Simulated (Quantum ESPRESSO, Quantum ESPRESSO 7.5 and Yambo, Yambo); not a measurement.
# ZnSe (Stilleite): one start, several treatments of the self-energy

How much does the gap of ZnSe (Stilleite) depend on the approximation to the self-energy?

Method: PBE and many-body steps on it, plane waves, in Quantum ESPRESSO 7.5 and Yambo 5.3.0.

**What was measured.**

- Gap 2.695 ± 0.003 eV: excitonic gap from free-exciton PL, not corrected for exciton binding; photoluminescence; 300 K; bulk crystal (Bridgman-grown crystal, polished and etched) (“Alloy Disordering Effects on the Thermal Conductivity and Energy Gap Temperature Dependence of Cd1−xZnxSe Ternary Crystals Grown by the Bridgman Method”, 2023, pmc:10253836).

## 1. The structure

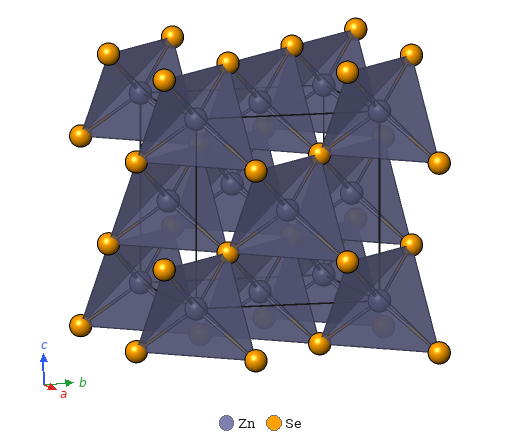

The starting structure, seen slightly off an axis (zinc blue, selenium orange). This picture shows the conventional cell, with its axes. Some periodic images of atoms are drawn too.

The cell and positions come from the Crystallography Open Database and are kept as given unless a step says otherwise.

## 2. Empty states on the mesh, 4×4×4 mesh, 310 bands

This step: Quantum ESPRESSO 7.5; DFT, PBE, plane waves, norm-conserving pseudopotentials.

The sums over transitions need many empty states on a uniform mesh; this step solves for them.

pw.in reads:

```
&control
  calculation = 'nscf'
  prefix = 'x'
  outdir = 'o'
  pseudo_dir = 'pseudo'
/
&system
  ibrav = 0
  nat = 2
  ntyp = 2
  ecutwfc = 78.0
  nbnd = 310
  force_symmorphic = .true.
/
&electrons
  conv_thr = 1e-9
  electron_maxstep = 80
  diago_full_acc = .true.
  diago_thr_init = 5e-6
/
ATOMIC_SPECIES
  Zn 65.38 Zn.upf
  Se 78.971 Se.upf
CELL_PARAMETERS angstrom
  -0.0000000000 2.8338000000 2.8338000000
  2.8338000000 -0.0000000000 2.8338000000
  2.8338000000 2.8338000000 0.0000000000
ATOMIC_POSITIONS crystal
  Zn 0.0000000000 0.0000000000 0.0000000000
  Se 0.2500000000 0.2500000000 0.2500000000
K_POINTS automatic
  4 4 4 0 0 0
```

Command:

```bash
$ OMP_NUM_THREADS=1 mpirun -n 4 pw.x -nk 4 -in pw.in > pw.out
```

What it wrote:

```text
Program PWSCF v.7.5 starts

     This program is part of the open-source Quantum ESPRESSO suite
     for quantum simulation of materials; please cite
         "P. Giannozzi et al., J. Phys.:Condens. Matter 21 395502 (2009);
         "P. Giannozzi et al., J. Phys.:Condens. Matter 29 465901 (2017);
         "P. Giannozzi et al., J. Chem. Phys. 152 154105 (2020);
     in publications or presentations arising from this work. More details at

     Atomic positions and unit cell read from directory:
     o/x.save/

     Message from routine setup:
[...]
68.4274  68.5322  68.5322  68.5877  69.5989  70.1077  72.7406  72.7406
     [... 27 further rows ...]
   196.8278 197.8188 198.0592 198.0763 199.4658 199.4658 199.6684 200.2051
   200.2051 200.9022 201.3716 201.3716 201.4874 201.4874

          k = 0.3536 0.0000 0.0000 (  3591 PWs)   bands (ev):

     [... further k-points ...]

     highest occupied, lowest unoccupied level (ev):     8.3862    9.6743

     XML data file, pseudopotentials, collected wavefunctions

=------------------------------------------------------------------------------=
   JOB DONE.
=------------------------------------------------------------------------------=
```

Wall time 30 s (4 MPI ranks of Arm Neoverse V1, shared host); peak memory 0.6 GiB; 2 min of CPU time.

This step gave:

| Property | Result |
| --- | --- |
| gap | 1.288 eV |
| k of the valence top | 0, 0, 0 |
| k of the conduction bottom | 0, 0, 0 |
| least direct gap | 1.288 eV |
| k points computed | 8 |
| lowest point of the top converged band, above the valence top | 189.0182 eV |

On this mesh the gap is 1.288 eV.

The density comes from a self-consistent run that is not shown.

## 3. Conversion and set-up

This step: Yambo 5.3.0; conversion and set-up on PBE, plane waves, norm-conserving pseudopotentials.

The states are converted to the many-body program's format and the q mesh is built.

Command:

```bash
$ (cd o/x.save; p2y > p2y.log; mv SAVE ../..); yambo > setup.log
```

What it wrote:

```text
 Yambo, version 5.3.0

 [02] CORE Variables Setup
 =========================

  [02.01] Unit cells
  ==================

  Cell kind             :  FCC
  Atoms in the cell     :  Zn  Se
  number of Zn atoms    :  1
  number of Se atoms    :  1

  List of atomic masses
  Mass of Zn    :  65.38000
  Mass of Se    :  78.97100

  List of atomic coordinates    : [cc]
  Zn1       :  0.000000  0.000000  0.000000  order 1
  Se1       :  2.677553  2.677553  2.677553  order 2

  Alat factors          :  5.355106  5.355106  5.355106 [a.u.]
  Direct lattice volume :  307.1384 [a.u.]
[...]
==========================================

 IBZ Q-points                                      :   8
 BZ  Q-points                                      :   64

 K/Q-points units:
 rlu = crystal or reduced units; cc = cartesian coordinates; iku = interal k-units

 Q [1]          [rlu]:  0.000000  0.000000  0.000000
 Q [2]          [rlu]:  0.33641E-17  0.33641E-17  0.25000
 Q [3]          [rlu]: -0.67283E-17 -0.67283E-17 -0.50000
[...]
Q [7]          [rlu]:  0.12061E-16 -0.50000     -0.50000
 Q [8]          [rlu]:  0.250000 -0.500000 -0.250000

  [03.01] X indexes
  =================

   [03.01.01] Sigma indexes
   ========================

 [06] Game Over & Game summary
```

Run time: 2.5 s. Hardware: 1 MPI rank; peak memory 0.25 GiB.

## 4. G0W0, Godby-Needs plasmon pole

G0W0 replaces the xc potential by the self-energy, built once from these orbitals. Only a window of levels is corrected, while the sums run over the empty bands that the input names.

This step: G0W0 on PBE, plane waves, norm-conserving pseudopotentials.

gw2.in reads:

```
HF_and_locXC
gw0
dyson
ppa
em1d
rim_cut
RandQpts= 1000000
RandGvec= 1 RL
EXXRLvcs= 78 Ry
VXCRLvcs= 312 Ry
Chimod= "HARTREE"
% BndsRnXp
 1 | 137 |
%
NGsBlkXp= 10.5 Ry
% LongDrXp
 1 | 1 | 1 |
%
% GbndRnge
 1 | 137 |
%
DysSolver= "n"
ExtendOut
PPAPntXp= 27.21138 eV
% QPkrange
 1 | 1 | 17 | 20 |
%
```

Command:

```bash
$ OMP_NUM_THREADS=1 mpirun -n 4 yambo -F gw2.in -J gw2 -C gw2 > gw2.log
```

What it wrote:

```text
 Yambo, version 5.3.0

 [02] CORE Variables Setup
 =========================

  [... cell, symmetries and grids as in the set-up ...]

  [02.05] Energies & Occupations
  ==============================

  [X] === General ===
  [X] Electronic Temperature                        :  0.000000  0.000000 [eV K]
  [X] Bosonic    Temperature                        :  0.000000  0.000000 [eV K]
  [X] Finite Temperature mode                       : no
  [X] El. density                                   :  0.79098E+24 [cm-3]
  [X] Fermi Level                                   :  8.386209 [eV]

  [X] === Gaps and Widths ===
  [X] Conduction Band Min                           :  1.288098 [eV]
  [X] Valence Band Max                              :  0.000000 [eV]
  [X] Filled Bands                                  :  18
  [X] Empty Bands                                   :   19  310
  [X] Direct Gap                                    :  1.288098 [eV]
  [X] Direct Gap localized at k                     :  1
  [X] Indirect Gap                                  :  1.288098 [eV]
  [X] Indirect Gap between kpts                     :  1  1
  [X] Last valence band width                       :  2.657489 [eV]
  [X] 1st conduction band width                     :  4.196724 [eV]

 [03] Transferred momenta grid and indexing
 ==========================================

 IBZ Q-points                                      :   8
 BZ  Q-points                                      :   64

 K/Q-points units:
 rlu = crystal or reduced units; cc = cartesian coordinates; iku = interal k-units

 Q [1]          [rlu]:  0.000000  0.000000  0.000000
 Q [2]          [rlu]:  0.33641E-17  0.33641E-17  0.25000
 Q [3]          [rlu]: -0.67283E-17 -0.67283E-17 -0.50000
 Q [4]          [rlu]: -0.60307E-17  0.25000      0.25000
 Q [5]          [rlu]: -0.10514E-16  0.25000      0.50000
 Q [6]          [rlu]: -0.67283E-17  0.25000     -0.25000
 Q [7]          [rlu]:  0.12061E-16 -0.50000     -0.50000
 Q [8]          [rlu]:  0.250000 -0.500000 -0.250000

 [04] Coloumb potential Random Integration (RIM)
 ===============================================

  [04.01] RIM initialization
  ==========================

  * Diagonal components only detected *

  8 x (sBL volume)        :  0.100952 [a.u.]
  sBZ random points       :  1000000
  Points outside the sBZ  :   7968281
  RL volume               :  0.807617 [a.u.]
  Integrated volume       :  0.810832 [a.u.]

  [04.02] RIM integrals
  =====================

  Gamma point sphere radius             :  0.084461 [a.u.]
  Points outside the sphere             :   800476
  [Int_sBZ(q=0) 1/q^2]*(Vol_sBZ)^(-1/3) =:  7.776341
                                 should be <:  7.795600

  Summary of Coulomb integrals for non-metallic bands |Q|[au] RIM/Bare

  Q [1] 0.100000E-4 0.997530 * Q [2] 0.254029 1.068455
  Q [4] 0.293327 1.068048 * Q [6] 0.414827 1.030576
  Q [5] 0.486428 1.023062 * Q [3] 0.508057 1.020719
  Q [7] 0.586654 1.016898 * Q [8] 0.655899 1.013831

 [WARNING] [Xp] User bands 1-137 break level degeneracy

 [05] Dipoles
 ============

  [05.01] Setup: observables and procedures
  =========================================

 [06] Dynamic Dielectric Matrix (PPA)
 ====================================

 [WR./gw2//ndb.pp]---------------------------------------------------------------
  Brillouin Zone Q/K grids (IBZ/BZ)                :    8   64    8   64
  RL vectors                                       :   4477 [WF]
  Coulomb cutoff potential                         : none
  Electronic Temperature                           :  0.000000 [K]
  Bosonic    Temperature                           :  0.000000 [K]
  PPA    diel. fun.  energies                      : Perdew, Burke & Ernzerhof(X)+Perdew, Burke & Ernzerhof(C)
  wavefunctions                                    : Perdew, Burke & Ernzerhof(X)+Perdew, Burke & Ernzerhof(C)
  Global Gauge                                     : length
  X matrix size                                    :  181
  X band range                                     :    1  137
  X e/h energy range                               : -1.000000 -1.000000 [eV]
  X Time ordering                                  : R
  X Hxc Kernel                                     : HARTREE
  X Drude frequency                                :  0.000000  0.000000
  X poles                                          :  100.0000 [o/o]
  RL vectors in the sum                            :   4477
  [r,Vnl] included                                 : yes
  Field direction                                  :  0.577350E-5  0.577350E-5  0.577350E-5
  BZ energy Double Grid                            : no
  BZ energy DbGd points                            : 0
  BZ Q point size factor                           : -1.000000
  X Optical Averaged directions                    : none

 [07] Local Exchange-Correlation + Non-Local Fock
 ================================================

 [VXC] Plane waves :  28571
 [EXS] Plane waves :   3647

 QP @ state[ 1 ] K range:  1  1
 QP @ state[ 1 ] b range:  17  20

 [xc] Functional : Perdew, Burke & Ernzerhof(X)+Perdew, Burke & Ernzerhof(C)
 [xc] LIBXC used to calculate xc functional
  PP Number of Atomic Species                      :  2
  NLCC RL compoments                               :  28571
  PP Number of Atomic Species                      :  2
  NLCC RL compoments                               :  28571

 [xc] E_xc :  -30.54710 [Ha]
      E_xc :  -61.09419 [Ry]

  Local XC kind (lXC) : Perdew, Burke & Ernzerhof(X)+Perdew, Burke & Ernzerhof(C)
  Non-Local XC kind (nlXC) : Hartree-Fock

  Corrections @ K [1] :  [eV]
 <17|nlXC|17> = -20.37816 -0.17839E-17 <17|lXC|17> = -16.58833 -0.59005E-16
 <18|nlXC|18> = -20.37815  0.39749E-17 <18|lXC|18> = -16.58833  0.94408E-16
 <19|nlXC|19> = -8.956138 -0.11898E-17 <19|lXC|19> = -12.62429 -0.56645E-15
 <20|nlXC|20> = -6.041888  0.10046E-17 <20|lXC|20> = -10.89079 -0.18882E-15

 [08] Dyson equation: Newton solver
 ==================================

  [08.01] G0W0 (W PPA)
  ====================

  [  GW  ] Bands range     :    1  137
  [GW/PPA] G damping       :  0.100000 [eV]

  QP @ state[ 1 ] K range:  1  1
  QP @ state[ 1 ] b range:  17  20

   Sc/G bands                                       :    1  137
   Sc/G damping                                     :  0.100000 ev
   Sc bands terminator                              : no
   Sx RL components                                 :   3647

   QP @ state[ 1 ] K range                          :  1  1
   QP @ state[ 1 ] b range                          :  17  20
   GF energies kind                                 : Perdew, Burke & Ernzerhof(X)+Perdew, Burke & Ernzerhof(C)
   GF WF`s kind                                     : Perdew, Burke & Ernzerhof(X)+Perdew, Burke & Ernzerhof(C)
   Xs energies kind                                 : Perdew, Burke & Ernzerhof(X)+Perdew, Burke & Ernzerhof(C)
   Xs WF`s kind                                     : Perdew, Burke & Ernzerhof(X)+Perdew, Burke & Ernzerhof(C)

 [11] Game Over & Game summary
```

Elapsed: 88 s, on 4 MPI ranks; peak memory 1.6 GiB.

This step gave:

```yaml
g0w0_gap_on_the_points_computed: 2.555 eV
starting_gap_on_the_mesh: 1.288 eV
k_of_the_valence_top: 0, 0, 0
k_of_the_conduction_bottom: 0, 0, 0
least_direct_g0w0_gap_on_the_computed_points: 2.555 eV
z_at_the_valence_top: 0.7969
z_at_the_conduction_bottom: 0.8130
```

The gap on the mesh goes from 1.29 eV to 2.55 eV, a correction of +1.27 eV.

[end of part 1 of 2]

[Paths, hosts, dates, memory and timing lines, banners, echoed tables and standing remarks are left out of the program output.]

[Logs are printed without paths, hosts, clocks, repeated set-up lines and the standing remarks that a program may print on its own settings, such as how far it seeks lower states.]

[Runs of the session that timed out or met a known fault of the program may be left out.]

[Hosts, paths, dates, database ids (printed as entryN), source tags and the programs' standing remarks are cut or masked in the printed files.]
